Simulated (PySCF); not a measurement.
Coordinates of C₃H₈Si (Å):

```xyz
12

Si    -0.0783    -0.7292    -1.6143
C     -0.0452    -0.7801     0.2806
C      0.5239     0.4701     0.8664
C     -0.1737     1.4317     1.4765
H      0.5544    -1.6605     0.5713
H     -1.0745    -0.9549     0.6358
H      1.6067     0.6056     0.7462
H     -1.2561     1.3490     1.6203
H      0.3119     2.3340     1.8563
H      1.3067    -0.5465    -2.1489
H     -0.9278     0.4071    -2.0825
H     -0.6325    -2.0089    -2.1566
```

Simulated rotational absorption lines between 26 and 40 GHz at 2 K: rigid rotor with the equilibrium constants and dipole of one optimised conformer (PBE0-D3(BJ)/def2-SVP, PySCF 2.14.0), commonest isotopes; no centrifugal distortion, hyperfine structure, internal rotation or nuclear-spin weights; lines within 1 MHz of each other are summed. Lines of different type are drawn apart.

What are the rotational constants, and what kind of rotor is it?

Answer. Rotational constants A, B, C = 15.66, 2.743, 2.630 GHz; Ray's κ = −0.98, a near-prolate asymmetric top.

Which dipole components drive the lines?

Answer.
|μa|, |μb|, |μc| = 0.17, 0.49, 0.04 D; b-type lines carry 89 % of the intensity in this range.

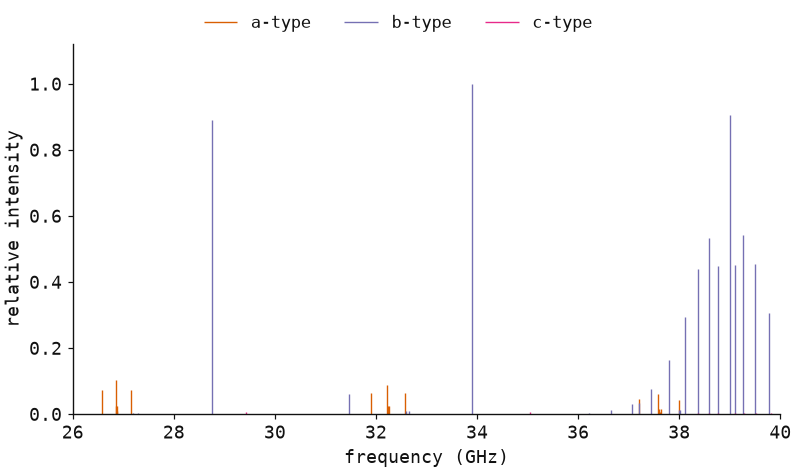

Note: coarse grid, loose stop and no frequency check, small forces are noise and the end may be a saddle.
